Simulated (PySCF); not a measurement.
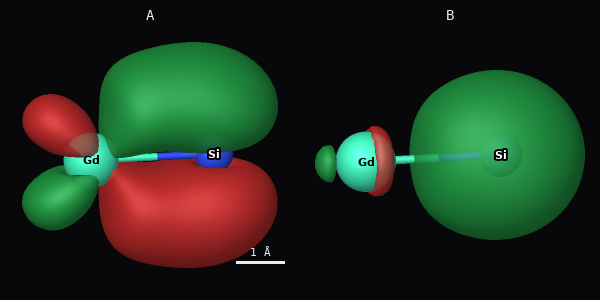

*GdSi (multiplicity 11). Two frontier β-spin orbitals, each drawn at the value that holds 80 % of its norm (green and red are the two phases), in no order; of a degenerate pair one member is drawn.*

These are results of PySCF 2.14.0, PBE0/x2c-SVPall, spin-free X2C-1e, Gaussian nucleus, at a bond length of 2.687 Å, not measurements.

Question: Label each orbital by symmetry, say whether it is occupied, and order them by energy.

Answer: Orbital B: σ, occupied in this spin, −10.25 eV; mainly on Si (90 %).
Orbital A: π, empty in this spin, −2.26 eV; bonding, with no node between the atoms.
